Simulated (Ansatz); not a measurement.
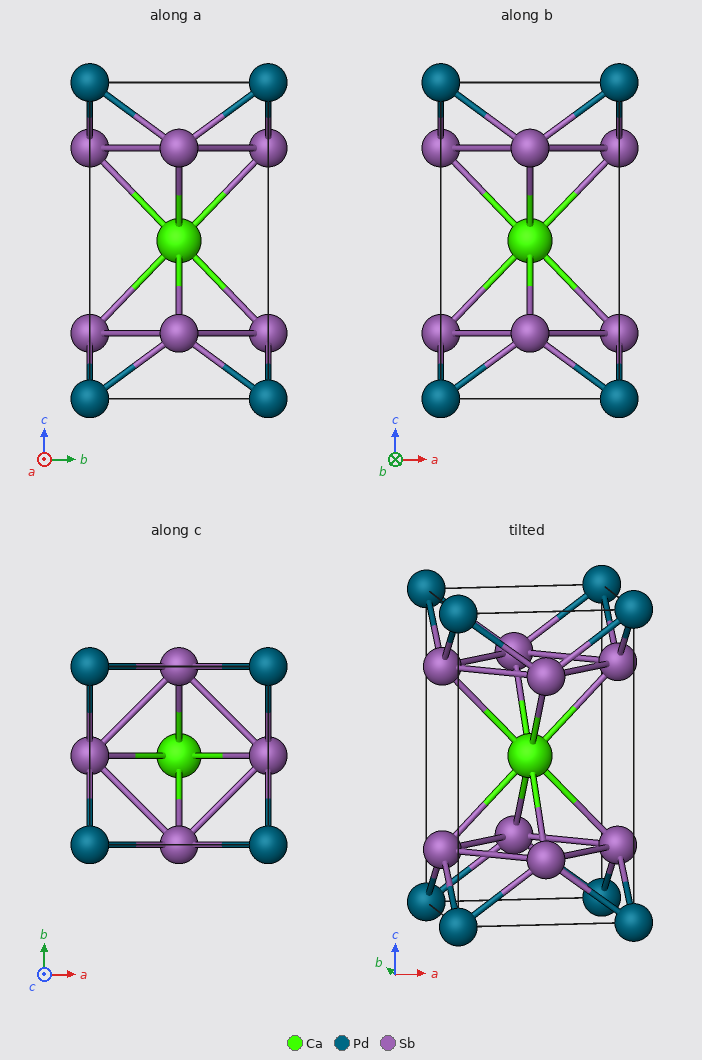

A ball-and-stick rendering, viewed along the a axis, along the b axis, along the c axis and slightly off an axis. Lines trace the edges of the conventional unit cell.

Lattice parameters: a = 4.5530 Å, b = 4.5530 Å, c = 8.0760 Å, α = 90.000°, β = 90.000°, γ = 90.000°.

> Write down what is shown as a CIF with its space group and independent sites, with free fractional coordinates to two decimals.

```cif
data_structure
_symmetry_space_group_name_H-M 'P 4/m m m'
_symmetry_Int_Tables_number 123
_cell_length_a 4.5530
_cell_length_b 4.5530
_cell_length_c 8.0760
_cell_angle_alpha 90.000
_cell_angle_beta 90.000
_cell_angle_gamma 90.000
_cell_volume 167.41
loop_
_atom_site_label
_atom_site_type_symbol
_atom_site_symmetry_multiplicity
_atom_site_Wyckoff_symbol
_atom_site_fract_x
_atom_site_fract_y
_atom_site_fract_z
_atom_site_occupancy
Ca1 Ca 1 d 0.50 0.50 0.50 1
Pd1 Pd 1 a 0.00 0.00 0.00 1
Sb1 Sb 4 i 0.00 0.50 0.21 1
```

Its origin is a generated cell, made by putting these elements into a known structure type (the compound may or may not exist in this form). Atoms and cell were optimised with DFT, PAW plane waves, r2SCAN in Ansatz.
